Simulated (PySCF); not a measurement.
```
atom   x (Å)   y (Å)    z (Å)
  Sn  0.0000  0.0000  -0.0151
   H  0.0000  0.0000   1.7979
```

Core potentials replace the inner electrons of Sn.

These are results of PBE0/def2-TZVPPD, non-relativistic Hamiltonian with scalar-relativistic core potentials where named, at a bond length of 1.813 Å (PySCF 2.14.0), not measurements.

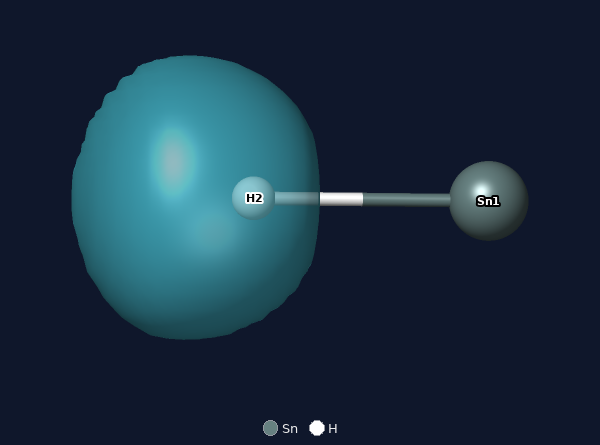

SnH (charge −1, triplet). Isosurface of the ELF at 0.9 (cyan), seen from one side. Core shells and regions of very low density are left out.

Question: Describe the localisation domains.

Answer: At this value the surface marks out one region around a hydrogen nucleus.

Values along the shortest contacts:
Sn–H (1.81 Å): the ELF climbs to about 1 towards the hydrogen.
